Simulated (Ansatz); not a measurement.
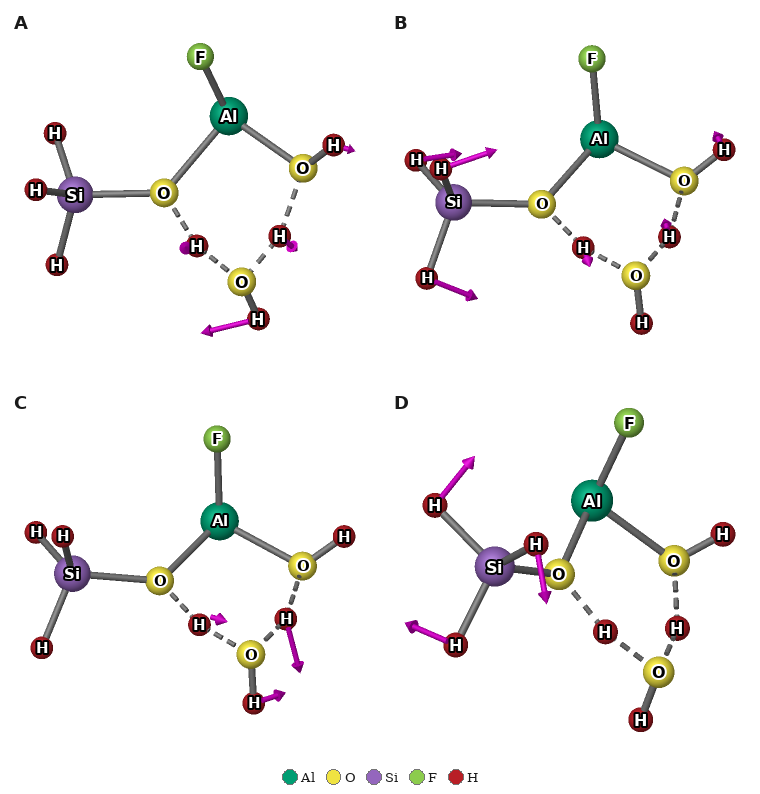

4 normal modes of one molecule or complex, as arrows. Broken sticks mark bonds that form or break. The species is neutral and a spin doublet. Harmonic vibrations computed with UKS PBE0-D4/def2-TZVP (Ansatz 0.2.0) at a stationary point of the same level. It is a saddle point of order 1.

**Match the panels to the wavenumbers 58 cm⁻¹, 605 cm⁻¹, 992 cm⁻¹, 1580 cm⁻¹.**

A: 605 cm⁻¹
B: 992 cm⁻¹
C: 1580 cm⁻¹
D: 58 cm⁻¹
